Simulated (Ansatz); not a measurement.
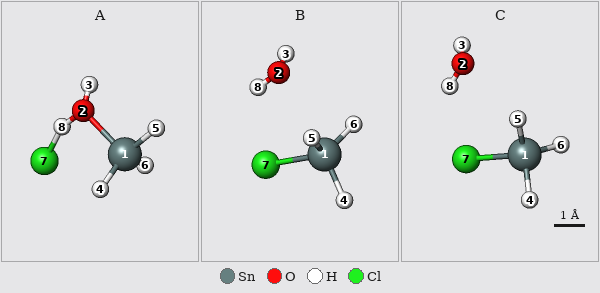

3 geometries from a converged minimum-energy path of SnH5OCl, shuffled. Style: ball-and-stick. Shown at a tilt.

Level of theory: Ansatz 0.2.0, RHF/def2-SVP. Set-up: 5 movable images; climbing image; force threshold 0.05 eV/Å; iteration limit 60; starting path through a guess of the saddle point.

**Which of them lies highest in energy?**

A. In order along the path, whose images run from 0 to 6: A (image 2, +39.6 kJ/mol), C (image 5, −79.0 kJ/mol), B (image 6, −86.1 kJ/mol). Breaking: Cl7–H8 (1.29 → 1.59 at the top → 2.70 Å), Sn1–O2 (1.99 → 2.08 at the top → 3.22 Å). Forming: O2–H8 (1.88 → 1.15 at the top → 0.95 Å), Sn1–Cl7 (4.37 → 3.36 at the top → 2.39 Å).

Limits of the set-up: Hartree-Fock leaves out electron correlation.

Cost: 5 min on 1 thread of AMD EPYC 7R43 64-Core Processor (Zen 3) (shared host), peak memory 0.17 GiB.
